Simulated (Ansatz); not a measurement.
The calculation's input:

```
crystal:
  periodic: [false, false, false]
  atoms:
    - {symbol: C, position_ang: [-0.436391, 0.091339, -0.545000]}
    - {symbol: F, position_ang: [1.175477, -1.048322, 1.695196]}
    - {symbol: Ge, position_ang: [-0.419364, -0.541466, 1.173614]}
    - {symbol: Si, position_ang: [-1.088493, 0.745518, -1.978579]}
basis:
  gaussian:
    orbitals: def2-TZVPD
magnetization:
  spin_polarized: true
  initial_magnetization: 1
hamiltonian:
  xc: pbe0
output:
  forces: true
  orbitals: {seedname: orbitals}
```

Command:

```sh
ansatz run input.yaml --threads 1 --pin off --max-ram 2610MiB --events-out events.jsonl --progress --plain --runs-dir runs
```

Geometry: PBE0-D3(BJ)/def2-SVP.

All numbers below come from Ansatz 0.2.0, isolated molecule in a Gaussian basis; Kohn-Sham density functional theory, functional PBE0.

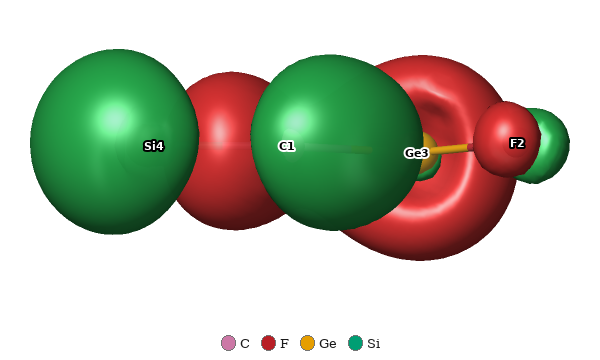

CFGeSi (doublet). The HOMO (β) at ±0.1 Å⁻³ᐟ² (green and red are the two phases), seen from one side.

What is the character of this orbital?

Answer. By Hirshfeld shares it lies mainly on C1 (about 35 %), Ge3 (about 35 %) and Si4 (about 30 %); it is symmetric in the molecular plane (an in-plane orbital: σ, lone-pair or in-plane π type). Its energy is −7.14 eV.
